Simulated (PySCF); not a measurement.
# C4H4BBrCl2: the cost of one run

Programs: PySCF 2.14.0, with density-fitted response routines of our own. Each step states its level of theory. These are calculated values for one molecule in the gas phase, unless marked as measured. Atoms count from 0, in the outputs and in this text.

### 1 The starting structure

12 atoms, charge 0, multiplicity 1; geometry from: GFN2-xTB.

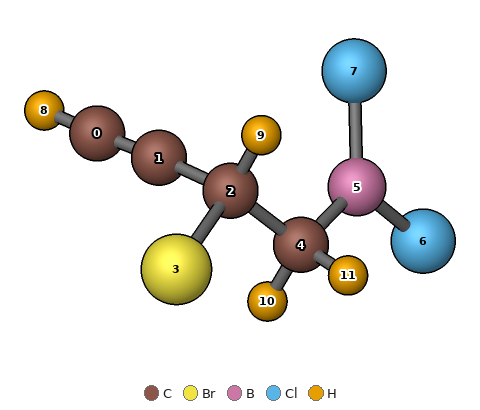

The starting geometry (carbon brown, bromine yellow, boron pink, chlorine blue, hydrogen amber), atoms numbered.

### 2 Excited states and response: CAM-B3LYP/def2-SVPD

Job settings and geometry (Å):

```
{"job": {"kind": "uv", "xc": "CAM-B3LYP", "basis": "def2-SVPD", "nstates": 8, "ntriplets": 3}, "charge": 0, "multiplicity": 1}
C     -1.078524     2.137293     0.782520
C     -0.947933     0.964895     0.578575
C     -0.844544    -0.440411     0.285216
Br    -2.596304    -1.065400    -0.448514
C      0.261238    -0.745308    -0.723975
B      1.735979    -0.438020    -0.197850
Cl     3.045990    -0.436147    -1.304034
Cl     2.051257    -0.134997     1.462514
H     -1.168750     3.163048     0.982716
H     -0.717906    -1.014456     1.206151
H      0.063737    -0.188448    -1.645111
H      0.196959    -1.802736    -1.004234
```

Method: TDDFT CAM-B3LYP/def2-SVPD, vertical, gas phase, core orbitals frozen in the response.

On the command line:

```sh
$ OMP_NUM_THREADS=1 python probes_run.py task.json out
```

This one command runs all jobs of the session in turn.

Q: Estimate the wall time and peak memory of this job on 1 thread of Arm Neoverse N1, shared host.

About 2 min, with a peak of 1 GiB.
